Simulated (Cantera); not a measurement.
Feed: 1 mol CS2, 0.31 mol H2O, 4.5 mol N2, held at 500 Pa.

Equilibrium computed with Cantera from the NASA thermochemical tables; the gas is ideal and each condensed phase is pure. Candidate condensed phases: C, C6H6, C7H8, C8H18, H2O, H2SO4, S; 150 gas species. Equilibrium is a limit: real reactors are often held back by kinetics, nucleation or transport.

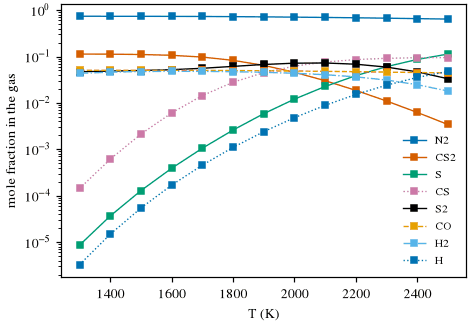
*Equilibrium gas composition (values under 1e-9 drawn at 1e-9)*

Read off the mole fractions at 2200 K.

N2 about 0.68, CS about 0.086, S2 about 0.068, CO about 0.047, S about 0.039, H2 about 0.036, CS2 about 0.019, H about 0.015.
